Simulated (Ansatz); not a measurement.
**C2H6ClGeN: density, localisation and related maps**

```yaml
atoms:
  - { symbol: C, position_ang: [-1.2751, 0.3213, -1.1234] }
  - { symbol: Ge, position_ang: [0.1341, -0.7223, -0.2835] }
  - { symbol: C, position_ang: [1.1148, 0.4147, 1.0064] }
  - { symbol: N, position_ang: [1.3239, 0.2451, 2.2276] }
  - { symbol: Cl, position_ang: [1.7569, 1.8782, 0.2640] }
  - { symbol: H, position_ang: [-0.8377, 1.1812, -1.6311] }
  - { symbol: H, position_ang: [-1.9813, 0.6753, -0.3720] }
  - { symbol: H, position_ang: [-1.8099, -0.2876, -1.8531] }
  - { symbol: H, position_ang: [1.1518, -1.2388, -1.3120] }
  - { symbol: H, position_ang: [-0.4197, -1.8951, 0.5501] }
  - { symbol: H, position_ang: [0.9077, -0.6291, 2.5477] }
```

Geometry: PBE0-D4/def2-TZVP.

Level of theory: Ansatz, RKS PBE0-D4/def2-TZVPP.

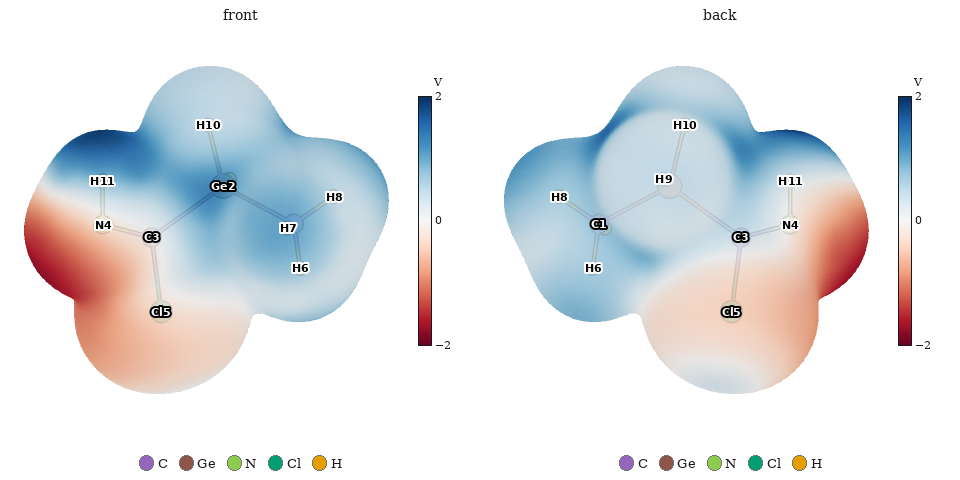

Figure 1. The electrostatic potential painted on the density surface at 0.002 e/bohr³, seen from the front and from behind; the colour scale runs from red (negative) to blue (positive).

> Describe the electrostatic potential map.

The most negative region (about −1.7 V) lies over N4, the most positive (about +1.9 V) over H11. Cl5 shows a σ-hole: about +0.3 V at the tip opposite its bond, against about −0.4 V on its flanks. N4 is the likeliest acceptor of a hydrogen bond.

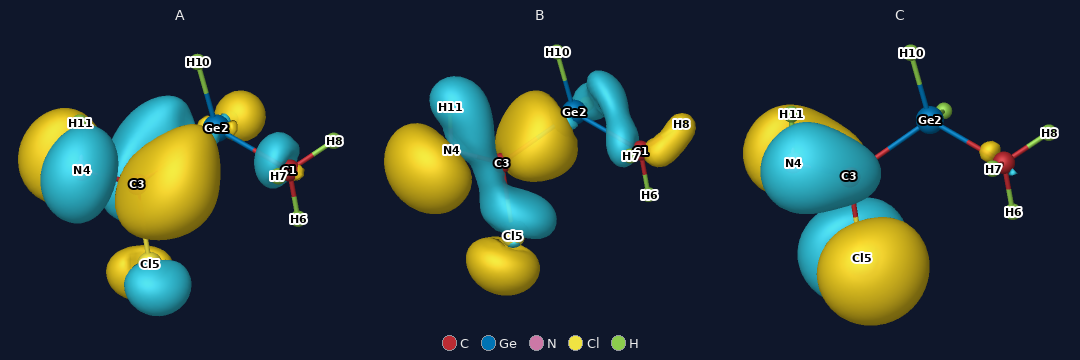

Figure 2. Three frontier orbitals at ±0.1 Å⁻³ᐟ² (yellow and cyan are the two phases), in no order.

> Order the three orbitals by energy and name them.

C is the HOMO−1 (−8.57 eV). Its weight (Hirshfeld) is mainly on Cl5 (about 55 %), N4 (about 25 %) and C3 (about 10 %). B is the HOMO (−7.72 eV). It lies mainly on N4 (about 45 %), C3 (about 15 %), Cl5 (about 15 %) and Ge2 (about 15 %). A is the LUMO (−0.88 eV). Its weight (Hirshfeld) is mainly on C3 (about 35 %), N4 (about 35 %), Ge2 (about 15 %) and Cl5 (about 10 %); π-antibonding (π*) across C3–N4.

> What is the HOMO–LUMO gap?

6.84 eV between the orbital energies.

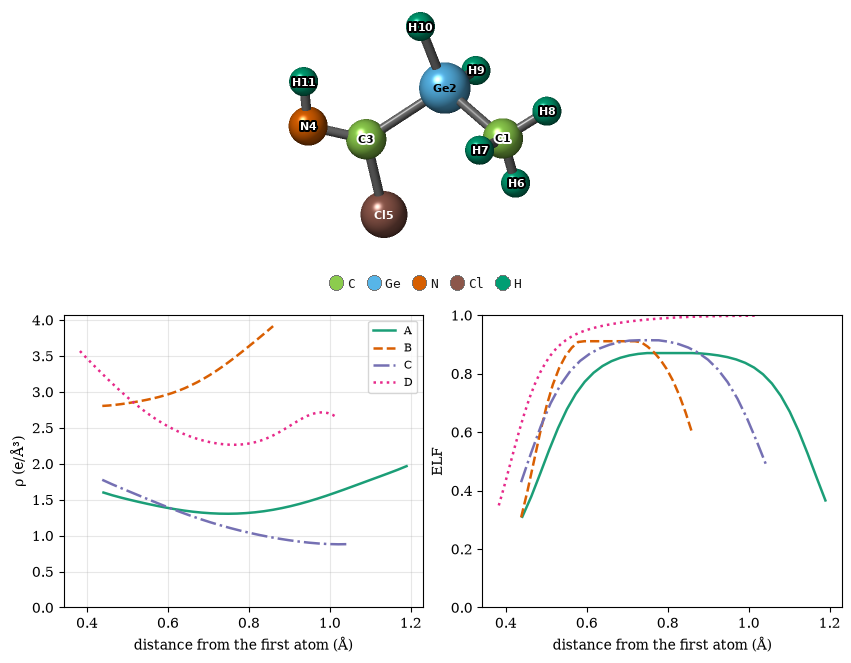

Figure 3. Total electron density and electron localisation function along straight lines between neighbouring atoms. The curves leave out the atomic cores. The structure is drawn too.

> Which curve belongs to which contact (C–Cl, C–Ge, C–N and N–H)? The first atom named is at distance zero.

Curve A: C–Cl (1.76 Å): ρ at the midpoint is about 1.4 e/Å³; the ELF peaks at about 0.85 between the atoms, as expected for a covalent bond. Curve B: C–N (1.25 Å): ρ at the midpoint is about 3 e/Å³; the ELF peaks at about 0.90 between the atoms: a multiple bond. Curve C: C–Ge (1.94 Å): the density is about 0.89 e/Å³ at the midpoint; the ELF peaks at about 0.90 in the valence shell of C, 0.7 Å from its nucleus, and is about 0.70 at the midpoint. Curve D: N–H (1.02 Å): ρ at the midpoint is about 2.9 e/Å³; the ELF climbs to about 1 towards the hydrogen, as it does in any bond to H (a covalent bond by its length).
